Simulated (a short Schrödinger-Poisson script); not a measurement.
System: gated Al0.2Ga0.8N/GaN polarisation-induced gas, at 20 K.

```csv
layer,material,thickness (nm),Na (cm⁻³)
1,Al0.2Ga0.8N,15,-
2,GaN,6000,1e15
```

The device is made up for the run: typed textbook-type constants, with dimensions and the other settings drawn at random. Al0.2Ga0.8N: permittivity 9.38, conduction-band edge (eV) 0.262, gap (eV) 3.804, electron mass (mₑ) 0.224, Nv at 300 K (cm⁻³) 4.6e19. GaN: permittivity 9.5, conduction-band edge (eV) 0, gap (eV) 3.43, Nv at 300 K (cm⁻³) 4.6e19.

Channel valleys (confinement mass, in-plane density-of-states mass, number): Γ 0.2, 0.2, 1. At the gate the conduction-band edge of layer 1 lies 1.3 eV − eVg above the Fermi level of the channel; the field vanishes at the back. Sheet of polarisation charge: +9.4e12 e/cm² at 15 nm from the gate. The barrier under the gate holds no holes. Gaps are held at their typed values at every temperature. Mesh 0.08 nm at interfaces.

From a short Schrödinger-Poisson script (our own, NumPy): 1D Poisson equation in equilibrium, electrons quantum, Hartree (BenDaniel-Duke, 40 states a valley, the channel's in-plane mass for all, wave functions free to enter the barrier), parabolic valleys, classical holes, full ionisation, no traps, pinning or gate leakage.

Only gate voltages with over 1e8 electrons/cm² are shown.

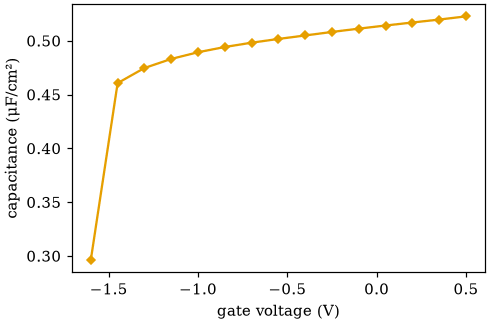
Figure: Quasi-static capacitance against gate voltage

```csv
Vg (V),electrons (cm⁻²),in the channel layer,C (μF/cm²),Γ E0 (meV),Γ E1 (meV)
0.5,6.51e12,5.89e12,0.523,-74.7,-2.9
0.2,5.54e12,5.10e12,0.517,-64.5,-0.9
-0.1,4.57e12,4.29e12,0.511,-54.1,1.5
-0.4,3.62e12,3.45e12,0.505,-43.3,6.0
-0.7,2.68e12,2.59e12,0.498,-32.1,12.2
-1,1.76e12,1.72e12,0.489,-21.0,17.9
-1.3,8.55e11,8.44e11,0.475,-10.2,22.2
-1.6,8.73e9,8.70e9,0.296,4.8,28.5
```

Subbands count from the Fermi level.
